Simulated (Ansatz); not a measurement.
# ZnS: response to strain

Consider ZnS in the wurtzite structure (space group P6_3mc, No. 186).

```
CELL_PARAMETERS angstrom
      3.78216     0.00000     0.00000
     -1.89108     3.27545     0.00000
      0.00000     0.00000     6.20765
ATOMIC_POSITIONS crystal
  Zn 0.33333 0.66667 0.00042
  Zn 0.66667 0.33333 0.50042
  S  0.33333 0.66667 0.37458
  S  0.66667 0.33333 0.87458
```

Cartesian axes are those of the cell as printed.

Strains are applied to the cell and any free atomic positions relax; under biaxial strain the out-of-plane vector relaxes too.

The values are results of PBEsol (Ansatz, a first-principles code, PAW, no SOC), not measurements.

Notes on the quantities. pressure: mean of the normal stresses, compression positive.

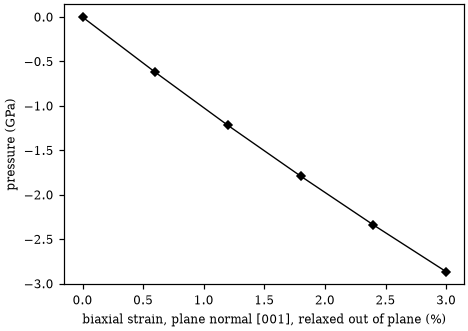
Pressure against biaxial strain, plane normal [001], relaxed out of plane

```json
[
 {"biaxial strain, plane normal [001], relaxed out of plane (%)": "0.6", "pressure": "-0.62 GPa"},
 {"biaxial strain, plane normal [001], relaxed out of plane (%)": "1.2", "pressure": "-1.22 GPa"},
 {"biaxial strain, plane normal [001], relaxed out of plane (%)": "1.8", "pressure": "-1.79 GPa"},
 {"biaxial strain, plane normal [001], relaxed out of plane (%)": "2.4", "pressure": "-2.34 GPa"},
 {"biaxial strain, plane normal [001], relaxed out of plane (%)": "3", "pressure": "-2.87 GPa"}
]
```

Stability against distortions was not tested.
